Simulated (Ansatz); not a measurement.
## Fields on a plane of Hg4Pt (space group Im-3m)

```yaml
crystal:
  lattice:
    - [-3.14289, 3.14289, 3.14289]
    - [3.14289, -3.14289, 3.14289]
    - [3.14289, 3.14289, -3.14289]
  atoms:
    - { symbol: Hg, position: [0.00000, 0.00000, 0.50000] }
    - { symbol: Hg, position: [0.00000, 0.50000, 0.00000] }
    - { symbol: Hg, position: [0.50000, 0.50000, 0.50000] }
    - { symbol: Hg, position: [0.50000, 0.00000, 0.00000] }
    - { symbol: Pt, position: [0.00000, 0.00000, 0.00000] }
```

The slice is a {211} plane (indices of the conventional cell) through the point (0.500, 0.000, 0.000) (fractional), spanned by u = [111] and v = [1 0 -1] in vectors of this cell: u (5.44 Å) and v (8.89 Å, at 90° to u). It covers one period; positions are fractions (u, v).

Atoms on it: Hg at (0.00, 0.50); Hg at (0.00, 0.00).

Method: r2SCAN (plane waves to 500 eV, PAW, scalar-relativistic; Ansatz, a program for electronic structure). k mesh 11×11×11. Inside the PAW spheres the values are not all-electron values, and peaks at nuclei hang on which shells count as valence. Hg4Pt is run without spin polarisation. Hg4Pt was relaxed with its symmetry unable to fall. Spin-orbit coupling is left out, though Hg and Pt are heavy.

```
|xxxxxxxx00558899999999999999885500xxxxxx|
|xxxxxxxx22668899999999999999887722xxxxxx|
|xxxxxx005577888899999999999999885500xxxx|
|0000225577778888888899999988888877552200|
|6666777777777777777788888877777777666666|
|8888888877665555666677776666555555666677|
|8899998877554444445566665544333333446677|
|8899998877553333445566554433222233445577|
|8899998877554444445566665544333333446677|
|8888888877665555666677776666555555666677|
|6666777777777777777788888877777777666666|
|0000225577778888888899999988888877552200|
|xxxxxx005577888899999999999999885500xxxx|
|xxxxxxxx22668899999999999999887722xxxxxx|
|xxxxxxxx00558899999999999999885500xxxxxx|
|xxxxxxxx00558899999999999999885500xxxxxx|
|xxxxxxxx00558899999999999999885500xxxxxx|
|xxxxxxxx22778899999999999999886622xxxxxx|
|xxxxxx005588999999999999998888775500xxxx|
|0000225577888888999999888888887777552200|
|6666666677777777888888777777777777777766|
|8877666655555566667777666655556677888888|
|8877664433333344556666554444445577889999|
|8877554433222233445566554433335577889999|
|8877664433333344556666554444445577889999|
|8877666655555566667777666655556677888888|
|6666666677777777888888777777777777777766|
|0000225577888888999999888888887777552200|
|xxxxxx005588999999999999998888775500xxxx|
|xxxxxxxx22778899999999999999886622xxxxxx|
|xxxxxxxx00558899999999999999885500xxxxxx|
|xxxxxxxx00558899999999999999885500xxxxxx|
```
Scale: ten equal steps from 1.00 (start of '0') to 9.18 (end of '9'), in the order '0123456789'. Values: electrostatic potential energy of an electron, from the cell's mean, in eV. The map has 20 points along u (two characters each, u = 0 at the left) and 32 along v (v = 0 in the bottom row). Points within 1 Å of a nucleus are blanked (x), as the pseudised field means little there. Values under 1 eV are set to 1. The zero, the cell's mean, hangs on the PAW cores.

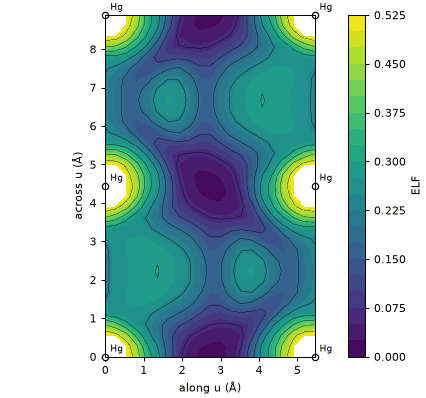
*Electron localisation function (ELF), one period of the plane, atoms marked. Points within 0.5 Å of a nucleus are left white, as the pseudised field means little there.*
